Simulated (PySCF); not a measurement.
NMR shielding calculation, with input and output: C5H13PSi2

System: C5H13PSi2.
Method: GIAO PBE0/pcSseg-1 NMR shielding, non-relativistic, IEF-PCM chloroform (PySCF 2.14.0).

The geometry comes from this level: PBE0-D3(BJ)/def2-SVP. It belongs to a series of runs on one base structure; here: solvent chloroform. Figures and captions count atoms from 1; the log counts them from 0 in places.

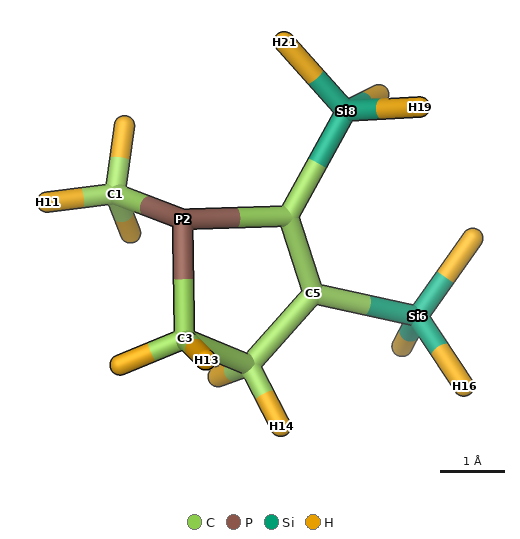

Figure 1. The input geometry (stick view, seen at a tilt; atoms are numbered from 1 in the order of the input).

The input
```
{"job": {"kind": "nmr", "xc": "PBE0", "basis": "pcSseg-1", "solvent": "chloroform", "pop": false}, "charge": 0, "multiplicity": 1}
C      1.961110     1.558595     0.936449
P      1.179384     1.425577    -0.744375
C      1.681566    -0.296077    -1.256171
C      0.754363    -1.285629    -0.550493
C     -0.538148    -0.569534    -0.212652
Si    -2.060057    -1.586398     0.214302
C     -0.477814     0.783554    -0.219131
Si    -1.821402     2.013265     0.238762
H      1.841524     0.644227     1.537429
H      1.496218     2.397629     1.476499
H      3.031887     1.787396     0.824570
H      2.749720    -0.478287    -1.063452
H      1.535704    -0.348404    -2.346939
H      0.579753    -2.187241    -1.161999
H      1.196838    -1.654669     0.394325
H     -2.379420    -2.511642    -0.917100
H     -1.795010    -2.422737     1.426765
H     -3.233660    -0.701376     0.468552
H     -2.867142     2.105808    -0.825877
H     -2.486158     1.656234     1.529032
H     -1.182486     3.355293     0.395447
```

The first line tells a small driver script what to run in PySCF; the rest is the geometry in Å.

Machine: 1 CPU thread, shared host.

Launch command:
```bash
OMP_NUM_THREADS=1 python <driver script> task.json out
```

The program's output
```
coarse grid: 18368 points
cycle   1  E = -1117.9026453029  dE =  5.155e-01  |g| = 4.019e-01  |ddm| = 4.203e+00
cycle   2  E = -1117.8847717843  dE =  1.787e-02  |g| = 4.759e-01  |ddm| = 8.905e-01
cycle   3  E = -1117.9445699089  dE = -5.980e-02  |g| = 5.418e-02  |ddm| = 5.354e-01
cycle   4  E = -1117.9451214794  dE = -5.516e-04  |g| = 3.035e-02  |ddm| = 9.735e-02
cycle   5  E = -1117.9453452369  dE = -2.238e-04  |g| = 9.326e-03  |ddm| = 3.677e-02
cycle   6  E = -1117.9453647986  dE = -1.956e-05  |g| = 3.483e-03  |ddm| = 1.195e-02
cycle   7  E = -1117.9453680026  dE = -3.204e-06  |g| = 4.513e-04  |ddm| = 3.763e-03
final grid: 161656 points
cycle   8  E = -1117.9938409807  dE = -2.715e-05  |g| = 7.938e-03  |ddm| = 3.339e-02
cycle   9  E = -1117.9938302962  dE =  1.068e-05  |g| = 1.017e-02  |ddm| = 1.686e-02
cycle  10  E = -1117.9938574893  dE = -2.719e-05  |g| = 5.908e-04  |ddm| = 1.013e-02
cycle  11  E = -1117.9938575553  dE = -6.594e-08  |g| = 2.534e-04  |ddm| = 9.208e-04
cycle  12  E = -1117.9938575718  dE = -1.655e-08  |g| = 6.054e-05  |ddm| = 2.935e-04
cycle  13  E = -1117.9938575725  dE = -6.512e-10  |g| = 3.365e-05  |ddm| = 9.043e-05
cycle  14  E = -1117.9938575728  dE = -2.947e-10  |g| = 6.600e-06  |ddm| = 3.896e-05
```

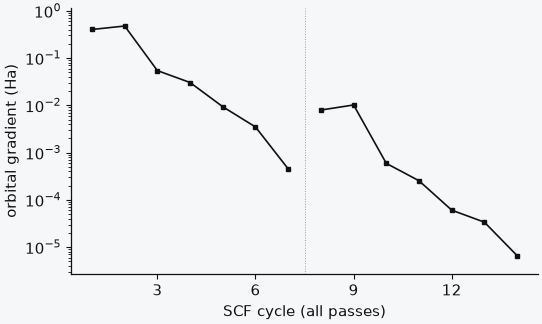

Figure 2. Convergence of the self-consistent field: orbital gradient against the SCF cycle. The dotted line marks the change from a coarse to the final integration grid. The first 7 cycles use a coarse grid, the final grid takes over at cycle 8, and the field converges after 14 cycles in all.

```
converged SCF energy = -1117.9938575728

GIAO shielding tensors (ppm)
atom      isotropic    diamagn.    paramagn.     s11        s22        s33       span
  0 C      172.889     252.957     -80.068    157.155    175.126    186.386     29.230
  1 P      309.819     967.414    -657.596    192.848    314.078    422.531    229.683
  2 C      157.516     253.983     -96.467    136.670    164.533    171.345     34.675
  3 C      138.371     249.617    -111.246    100.849    137.746    176.517     75.668
  4 C       12.988     259.145    -246.157    -93.938     -9.144    142.047    235.985
  5 Si     430.172     881.443    -451.270    395.881    427.917    466.719     70.838
  6 C       24.156     265.255    -241.099    -73.257      0.464    145.263    218.520
  7 Si     430.762     881.035    -450.273    402.070    429.256    460.959     58.889
  8 H       30.222      32.388      -2.165     25.000     30.266     35.401     10.401
  9 H       30.245      30.597      -0.352     25.487     28.586     36.661     11.174
 10 H       30.437      29.308       1.128     25.888     26.815     38.608     12.720
 11 H       29.578      30.870      -1.292     25.389     27.152     36.194     10.804
 12 H       29.558      31.415      -1.858     23.724     27.700     37.248     13.524
 13 H       28.282      31.083      -2.801     22.766     28.305     33.774     11.008
 14 H       28.209      31.572      -3.363     24.290     27.051     33.288      8.998
 15 H       27.086      28.892      -1.807     23.675     25.450     32.131      8.456
 16 H       27.047      29.034      -1.988     24.026     25.168     31.946      7.920
 17 H       26.863      29.546      -2.683     22.398     27.623     30.568      8.169
 18 H       26.903      28.736      -1.833     23.694     24.959     32.055      8.361
 19 H       26.887      29.610      -2.723     23.303     25.981     31.376      8.073
 20 H       27.029      28.964      -1.934     22.967     26.857     31.264      8.296
```

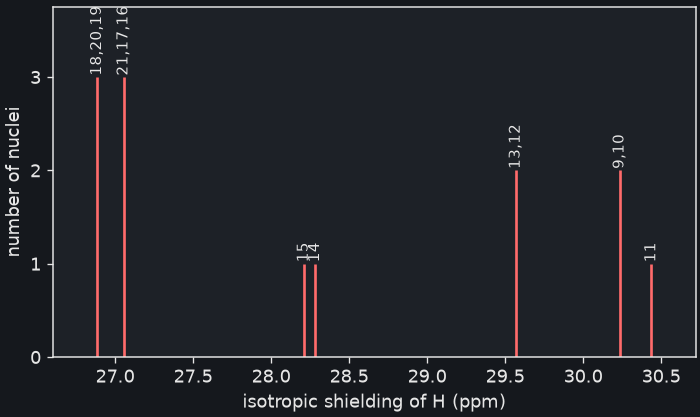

Figure 3. Isotropic shieldings of the hydrogen nuclei in this fixed geometry, labelled by atom number; shielding grows to the right, so chemical shift grows to the left. The least shielded is H18 (26.9 ppm), the most shielded H11 (30.4 ppm).

Key numbers

| quantity | value |
| --- | --- |
| outcome | converged |
| total energy | −1117.993858 hartree |
| HOMO | −6.51 eV |
| LUMO | −1.08 eV |
| dipole moment | 2.44 D |
| isotropic shielding, C | 13.0 to 172.9 ppm |
| isotropic shielding, P | 309.8 ppm |
| isotropic shielding, Si | 430.2 to 430.8 ppm |
| isotropic shielding, H | 26.9 to 30.4 ppm |
| wall time | 78 s |
| peak memory | 1.3 GiB |
